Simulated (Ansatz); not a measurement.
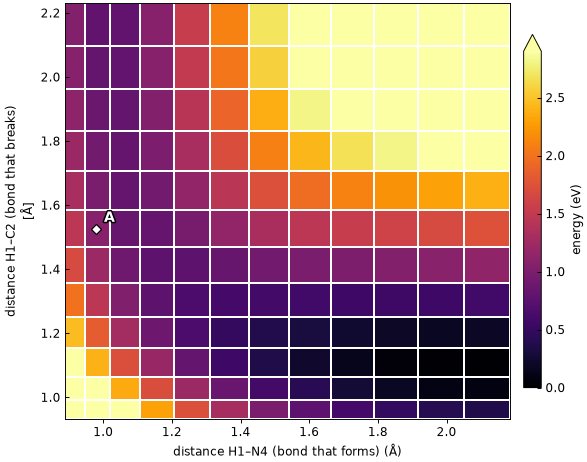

The reacting system C₂H₄N (fragments C₂H₂ + H₂N where the first distance is long, H₃N + C₂H where the second is long), spin multiplicity 2. 
- First axis: distance H1–N4 (bond that forms). Second axis: distance H1–C2 (bond that breaks).
- Relaxed at each point: all other coordinates.
- The scan uses a 12 × 12 grid.
- Points are written as (first, second).
- Energies are in eV, from the lowest grid point.
- Energies and slopes of some neighbouring points disagree (a jump in structure or state, or too coarse a mesh).
- Method: Ansatz 0.2.0, UKS PBE0-D4/def2-SVP.

Drawn: one coloured cell a grid point, one colour for all values above the top of the scale, the point A.

**Is A at rest? If not, where is it pushed?**

A, at (0.978 Å, 1.526 Å), is not a stationary point. The computed force is 4.6 eV for each Å towards larger values of the first coordinate and 0.95 eV for each Å towards larger values of the second coordinate.
